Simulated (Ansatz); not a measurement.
## Single-point calculation, with input and output: C₂H₄Sn

- system: C₂H₄Sn (Sn(CCH)H3), multiplicity 3
- method: UKS PBE-D4/def2-TZVP (Ansatz 0.2.0)

The geometry comes from this level: PBE0-D4/def2-TZVP.

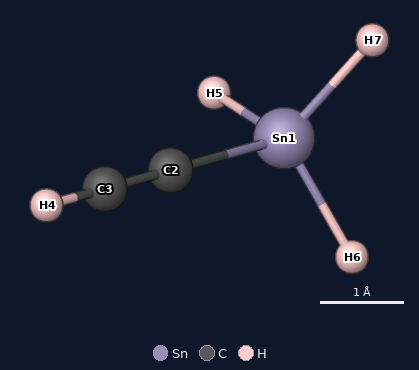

Figure 1. The structure as given in the input (ball-and-stick view, seen at a tilt; atoms are numbered from 1 in the order of the input). Sticks mark near contacts. Bond lengths as drawn: C–C 1.21 Å, C–H 1.07 Å, C–Sn 2.08 Å and H–Sn 1.70 Å.

**Key numbers**

- outcome: converged
- total energy: −7960.3668 eV
- mean-field energy: −7960.2471 eV
- dispersion energy: −0.1197 eV
- ⟨S²⟩: 2.006
- SCF solution under orbital rotations: stable
- HOMO (either spin): −1.91 eV
- LUMO (either spin): −6.21 eV
- hardware: 4 threads of Arm Neoverse V2, 23 GiB of memory available, shared host
- wall time: 13 s (CPU time 47 s)
- peak memory: 0.26 GiB

**Input file**
```yaml
crystal:
  periodic: [false, false, false]
  atoms:
    - {symbol: Sn, position_ang: [-0.004903, -0.007310, -1.163292]}
    - {symbol: C, position_ang: [0.003738, 0.005702, 0.918039]}
    - {symbol: C, position_ang: [0.008916, 0.013348, 2.124481]}
    - {symbol: H, position_ang: [0.013470, 0.020038, 3.190543]}
    - {symbol: H, position_ang: [1.610340, -0.006662, -1.696626]}
    - {symbol: H, position_ang: [-0.819222, 1.388152, -1.695291]}
    - {symbol: H, position_ang: [-0.812339, -1.413268, -1.677855]}
basis:
  gaussian: {orbitals: def2-TZVP, initial_orbitals: start.molden}
magnetization: {spin_polarized: true, initial_magnetization: 2}
hamiltonian: {xc: pbe, dispersion: d4}
scf: {omitted_lower_state_checks: [starts]}
output: {orbitals: {seedname: orbitals}}
```

Command:
```bash
ansatz run in.yaml --threads 4 --pin off --events-out ev --progress --plain --max-ram 3916MiB
```

**What the program printed**
```
Functional definition: PBE
  name "PBE"
  cite "Perdew, Burke & Ernzerhof, Phys. Rev. Lett. 77, 3865 (1996) doi:10.1103/PhysRevLett.77.3865"
  parent pbe
  parameter kappa = 0.804
  parameter beta = 0.06672455060314922
  exchange = pbe_x(kappa = kappa, mu = beta*pi^2/3)
  correlation = pbe_c(beta = beta)
these checks for a lower state are left out or cut short: starts
924 factors; their error is unknown
mean field evaluation 1: about -7960.1635 eV, gradient 4.7e0 eV
mean field evaluation 2: about -7960.2606 eV, gradient 2.0e-1 eV
mean field evaluation 4: about -7960.2470 eV, gradient 1.8e-2 eV
mean field evaluation 8: about -7960.2470 eV, gradient 3.0e-3 eV
mean field evaluation 16: about -7960.2470 eV, gradient 4.3e-3 eV
mean field evaluation 32: about -7960.2470 eV, gradient 1.8e-3 eV
mean field -7960.24701605 eV, -292.5336821907 hartree, gradient 1.4e-6 eV, S^2 2.006403; 0 other end points of the search recorded, 0 dependent functions left out
reference -7960.24706800 eV, -292.5336840999 hartree; 20, 18 occupied and 116, 118 virtual orbitals, 924 factors
Total energy: -7960.36679341 eV, -292.5380839272 hartree
Checks for a lower state left out: starts
```

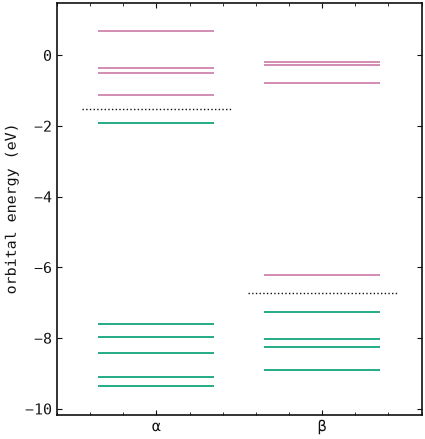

Figure 2. Orbital energies near the frontier for α and β spins; the dotted line parts filled from empty levels, and levels within 0.02 eV of each other stand side by side. α: highest filled −1.91 eV, lowest empty −1.14 eV, 0.77 eV apart; β: highest filled −7.27 eV, lowest empty −6.21 eV, 1.06 eV apart.
